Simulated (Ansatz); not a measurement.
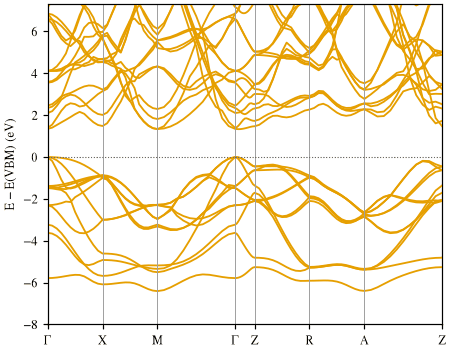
Band structure from the program Ansatz at the PBEsol level (PAW)

Question: Read off the gap and where the band edges lie.

Answer: About 1.3 eV (1.33 eV by a search for the band edges); maximum at Γ, minimum on the Γ–Z line, 18 % of the way from Γ.

Question: Pick the material that matches.
A) Al3GaAs4, P-4m2 (Pearson symbol tP8)
B) Si3Ge, P-4m2 (Si on 2g, Si on 1a, Ge on 1c)
C) AlGa3As4, P-4m2 (Pearson symbol tP8)
D) AlGaAs2, P-4m2 (Ga on 1a, As on 2g, Al on 1c)

Answer: A, Al3GaAs4, P-4m2 (Pearson symbol tP8)

The start of the workflow was typed in or built on a structure type; neither database checked (COD, Materials Project) lists it. Whether it is the stable phase at ambient conditions was not checked. The PBEsol relaxation kept the symmetry of its start; its stability against distortions is not shown here. Scalar-relativistic: spin–orbit coupling is off unless named, which matters more the heavier the elements.

Potentials: the earlier of the program's two PAW sets. The files were generated under PBE; for other functionals the program regenerates the frozen cores, and for LDA and PBEsol the local potential too.
